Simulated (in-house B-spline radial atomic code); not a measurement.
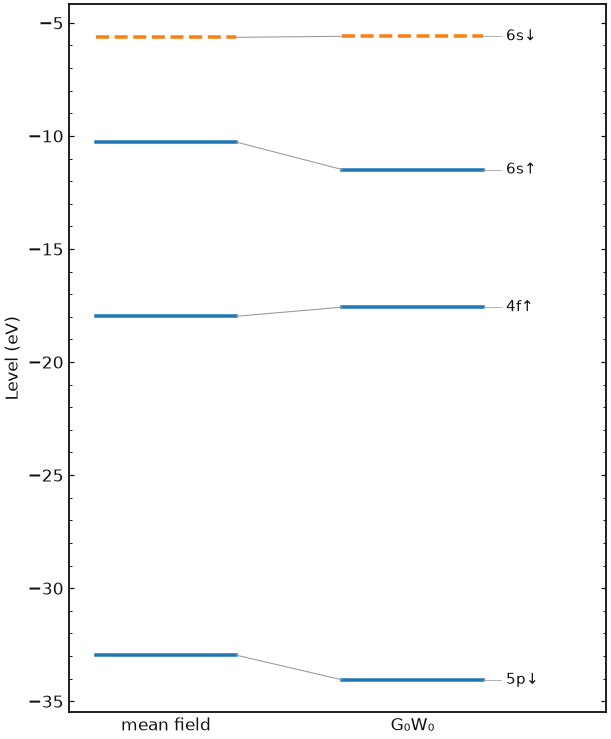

Mean-field and G₀W₀ levels (solid occupied, dashed empty) of an atom or ion with the configuration [Xe] 4f⁷ 6s. All-electron spherical atom, scalar X2C, PBE with 70 % exact exchange start, no spin-orbit coupling, Breit or QED terms; computed with a B-spline radial code. The quasi-particle equation is solved at full frequency; levels of low quasi-particle weight Z are left out.

> Which atom or ion is it?

Eu⁺ (europium, Z = 63). G₀W₀ moves the highest occupied level, 6s↑, from −10.27 to −11.49 eV (renormalisation factor Z = 0.96); the semi-empirical removal energy is 11.24 eV, so the error is +0.25 eV. The empty level 6s↓ goes from −5.64 to −5.59 eV.
